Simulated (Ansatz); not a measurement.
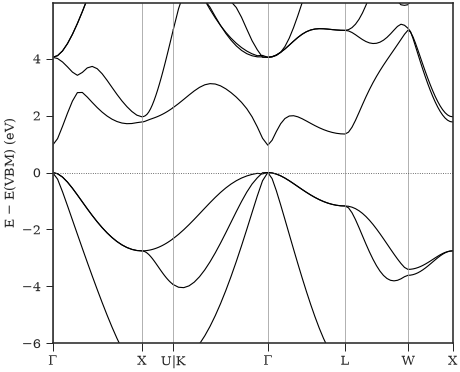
Figure. Band structure from r²SCAN in the plane-wave PAW code Ansatz

**Question.** Read off the gap and where the band edges lie.

**Answer.** About 1.0 eV (0.96 eV by a search for the band edges); maximum at Γ, minimum at Γ.

The material is GaAs (zinc blende, F-43m).

Symmetry was held in the r²SCAN relaxation. Scalar-relativistic: spin–orbit coupling is off unless named, which matters more the heavier the elements.

Potentials: the later of the program's two PAW sets.
